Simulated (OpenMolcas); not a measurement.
## Run report: Fe³⁺ complex, multiconfigurational calculation (part 2 of 2)

The same run, continued: Fe³⁺ with 6 ligands (F; octahedron, 2.078 Å), embedded in Cs2NaYF6 by model potentials and point charges, whose field is part of the energies. Method: state-averaged CASSCF, active space 5 electrons in the shell 3d, basis ANO-RCC-VDZP on the metal and ANO-RCC-VDZP on the ligands, DKH2 scalar Hamiltonian, spin-orbit coupling by RASSI with atomic mean-field integrals (OpenMolcas).

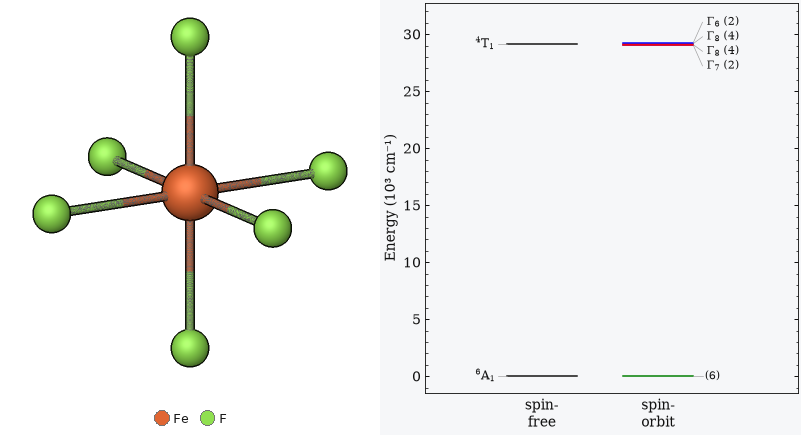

*Fe³⁺ (3d⁵) as a dopant in Cs₂NaYF₆, a cluster with its 6 nearest F⁻ at 2.078 Å (octahedron) embedded in model potentials and point charges; the geometry was set, not optimised, and its levels. Labels give the representation in O, Td, D4 or D3 as the site allows (double group for half-integer spin) where it could be assigned and, in brackets, the degeneracy; spin-free states, where drawn, share the zero of the spin-orbit levels.*

The ground level is 6-fold degenerate, 100 % from states of spin multiplicity 6. The next level lies at 29,100 cm⁻¹ (Γ₇). The lowest spin-free state is ⁶A₁, from the free-ion S term. The active orbitals hold 93 to 98 % metal character (Löwdin), and the Mulliken charge of the metal is +2.12.

## Input file
```
&GATEWAY
Basis set
Fe.ANO-RCC-VDZP.
Fe1 0.0 0.0 0.0 Angstrom
End of basis
Basis set
F.ANO-RCC-VDZP.
L1 2.078000 0.000000 0.000000 Angstrom
L2 0.000000 2.078000 0.000000 Angstrom
L3 0.000000 0.000000 2.078000 Angstrom
End of basis
Basis set
Na.EMB-AIMP.Ruiperez.7s4p.1s1p.ECP.Cs2NaYF6.
PseudoCharge
* 3 symmetry-unique lattice sites within 7.6 angstrom
End of basis
Basis set
Cs.EMB-AIMP.Ruiperez.0s.0s.ECP.Cs2NaYF6.
PseudoCharge
* 16 symmetry-unique lattice sites within 7.6 angstrom
End of basis
Basis set
F.EMB-AIMP.Ruiperez.0s.0s.ECP.Cs2NaYF6.
PseudoCharge
* 27 symmetry-unique lattice sites within 7.6 angstrom
End of basis
Basis set
Y.EMB-AIMP.Ruiperez.0s.0s.ECP.Cs2NaYF6.
PseudoCharge
* 6 symmetry-unique lattice sites within 7.6 angstrom
End of basis
Symmetry
XYZ
AngMom=0.0 0.0 0.0
AMFI
RICD
XField
1537 Angstrom 0
* Evjen-weighted lattice charges
&SEWARD
&RASSCF
FileOrb=start.orb
Symmetry=1
Spin=6
nActEl=5 0 0
Inactive=18 21
Ras2=5 0
CIRoot=1 1 1
SDav=1
CIMx=300
Iter=150 100
PrWF=0.3
OrbListing=Nothing
MaxOrb=0
LevShft=1.0
>>> COPY $Project.JobIph JOB001
&RASSCF
FileOrb=start.orb
Symmetry=1
Spin=4
nActEl=5 0 0
Inactive=18 21
Ras2=5 0
CIRoot=24 24 1
SDav=24
CIMx=300
Iter=150 100
PrWF=0.3
OrbListing=Nothing
MaxOrb=0
LevShft=1.0
>>> COPY $Project.JobIph JOB002
&RASSCF
FileOrb=start.orb
Symmetry=1
Spin=2
nActEl=5 0 0
Inactive=18 21
Ras2=5 0
CIRoot=75 75 1
SDav=75
CIMx=300
Iter=150 100
PrWF=0.3
OrbListing=Nothing
MaxOrb=0
LevShft=1.0
>>> COPY $Project.JobIph JOB003
&RASSI
NrOfJobIphs=3 1 24 75
1
1 2 3 4 5 6 7 8 9 10 11 12 13 14 15 16 17 18 19 20 21 22 23 24
1 2 3 4 5 6 7 8 9 10 11 12 13 14 15 16 17 18 19 20 21 22 23 24 25 26 27
28 29 30 31 32 33 34 35 36 37 38 39 40 41 42 43 44 45 46 47 48 49 50 51
52 53 54 55 56 57 58 59 60 61 62 63 64 65 66 67 68 69 70 71 72 73 74 75
IphNames
JOB001
JOB002
JOB003
EJob
SpinOrbit
DIPRint=1.0
SOCoupling=1000.0
Subsets=2
Property=9
'ANGMOM' 1 'ANGMOM' 2 'ANGMOM' 3 'MLTPL  1' 1 'MLTPL  1' 2 'MLTPL  1' 3
'AMFI' 1 'AMFI' 2 'AMFI' 3
SOProperty=3
'ANGMOM' 1 'ANGMOM' 2 'ANGMOM' 3
```

The file start.orb holds starting orbitals from an earlier step. A driver script formed the levels outside the program, from RASSI's spin-orbit matrix and the active-space energies, averaged over the components of each term or state.

Run as:
```bash
OMP_NUM_THREADS=1 MOLCAS_MEM=2457 MOLCAS_PROJECT=a pymolcas a.inp > a.log  # once for each step of the input, in one work folder
```

## Summary

```
                                 quantity                                                                 value
                                  outcome                                                             converged
      energy of the lowest spin-free term                                                   −1869.83650 hartree
    energy of the lowest spin-orbit level                                                   −1869.83663 hartree
largest spread among components of a term                                                              0.0 cm⁻¹
                                 hardware  1 thread of Arm Neoverse V1, 24 GiB of memory available, shared host
                                wall time                                                                  46 s
                              peak memory                                                              0.18 GiB
```

## Notes

Without dynamic correlation the splittings between terms come out too large, often by 20 to 50 %. To bear in mind: small active space favours high spin, ground spin may be wrong; the geometry is set by hand, with no relaxation.
